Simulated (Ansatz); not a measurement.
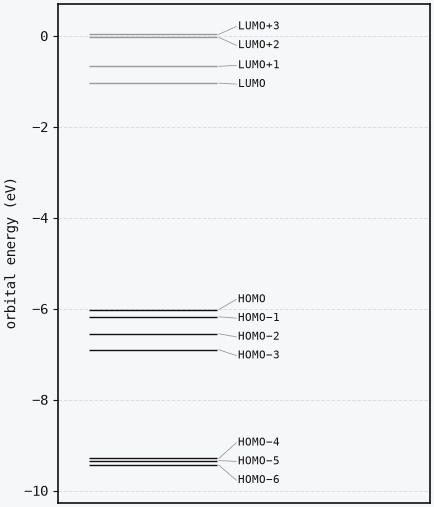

Kohn-Sham orbital energies near the frontier, r2SCAN/def2-TZVPP in the Ansatz code, at a PBE0-D4/def2-TZVP geometry (a minimum by its frequencies), isolated molecule; empty levels in grey, levels within 0.03 eV side by side.

### Which molecule has this level scheme?
A. C₃H₅F₃O, SMILES O[C@H](CF)C(F)F
B. C₂H₈N₂W, SMILES [CH3][W]([CH3])(=[NH])=[NH], singlet
C. C₃H₁₁NSi, SMILES CC(C)N[SiH3]
D. C₃H₁₁HfN, SMILES [CH3][Hf]([CH3])([CH3])[NH2], singlet

D. HOMO −6.02 eV, LUMO −1.04 eV, separation 4.98 eV.

Known limits of this run: core potentials past krypton; spin-orbit coupling is left out, and with Hf it can shift these levels and split any degenerate set; empty levels above zero depend strongly on the basis.
